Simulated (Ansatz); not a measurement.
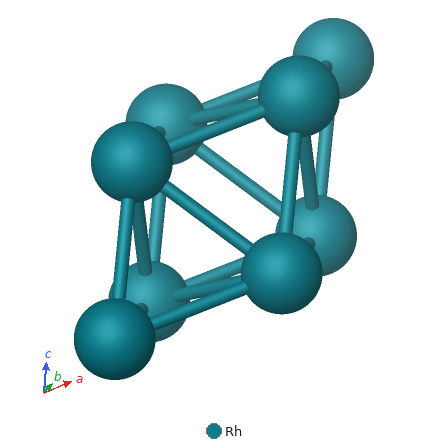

System: a slab cut from Rh (slab content Rh₆), space group Fm-3m (No. 225). The picture shows the bulk cell.

The given structure:
```xyz
1
Lattice="0.0000 1.9000 1.9000 1.9000 0.0000 1.9000 1.9000 1.9000 0.0000" Properties=species:S:1:pos:R:3 pbc="T T T"
Rh    0.0000    0.0000    0.0000
```

One of the inputs:
```
crystal:
  lattice:
    - [2.6869369052, 0.0, 0.0]
    - [0.0, 2.6869369052, 0.0]
    - [0.0, 0.0, 24.4997565313]
  atoms:
    - { symbol: Rh, position: [0.5, 0.5, 0.3061254911] }
    - { symbol: Rh, position: [0.0, 0.0, 0.3836752947] }
    - { symbol: Rh, position: [0.5, 0.5, 0.4612250982] }
    - { symbol: Rh, position: [0.0, 0.0, 0.5387749018] }
    - { symbol: Rh, position: [0.5, 0.5, 0.6163247053] }
    - { symbol: Rh, position: [0.0, 0.0, 0.6938745089] }
basis:
  ecutwfc: 500
kpoints:
  mp_grid: { grid: [13, 13, 1] }
hamiltonian:
  xc: r2scan
scf:
  occupations: { method: gaussian, width: 0.1 }
output:
  forces: true
  eigenvalues: true
  write_density: true
  write_potential: true
  elf: true
  volumetric_format: npy
relax:
  adjacent_minimum: "off"
  f_tol: 0.02
  max_steps: 60
efield:
  axis: 3
  dipole_correction: true
  ramp_width: 0.04
```

Command:
```bash
ansatz run input.yaml --threads 2 --pin off --max-ram 5120MiB --backend cpu --events-out ev --progress --plain --runs-dir out
```

Method: spacing and rumpling of the atomic planes of a slab cut from the relaxed bulk cell along the Miller plane (conventional indices), bottom to top, after all atoms relax, plane waves with PAW datasets, Γ-centred k mesh (Ansatz 0.2.0). Level: r2SCAN, no spin polarisation.

```
                               setting             value
space group in which the indices count               225
                        Miller index h                 1
                        Miller index k                 0
                        Miller index l                 0
                             top plane                Rh
                          bottom plane                Rh
                                planes                 6
                          surface cell            (1, 1)
                 slab thickness as cut             9.5 Å
                                vacuum              15 Å
                          surface area           7.22 Å²
                             surface a           2.687 Å
                             surface b           2.687 Å
                         surface angle              90 °
                            slab atoms                 6
                           wave cutoff            500 eV
                                k mesh           13×13×1
                           occupations          Gaussian
                        smearing width            0.1 eV
                              boundary  dipole corrected
```

Describe the result: the spacing change of each pair of planes. The cases: 1–2; 2–3; 3–4; 4–5; 5–6.

The least value, −0.083 Å, is that of 1–2 and 5–6, and the largest, 0.018 Å, that of 3–4.

| pair of planes | spacing change (Å) | spacing to next (Å) |
| --- | --- | --- |
| 1–2 | −0.083 | 1.817 |
| 2–3 | −0.004 | 1.896 |
| 3–4 | 0.018 | 1.918 |
| 4–5 | −0.004 | 1.896 |
| 5–6 | −0.083 | 1.817 |

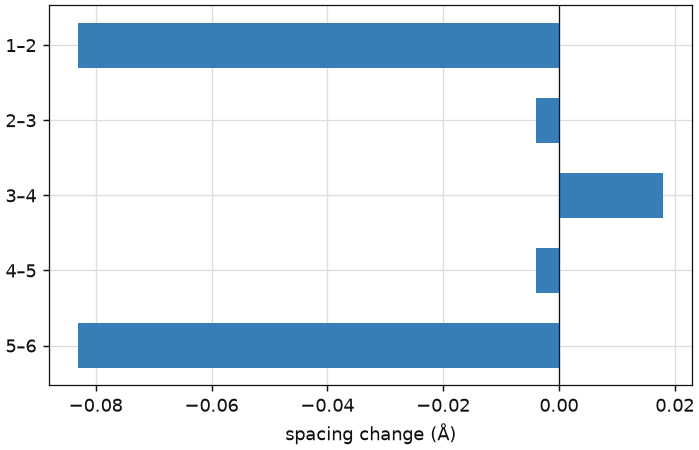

Note: k mesh lowers the symmetry; xc potential rough in thin density.
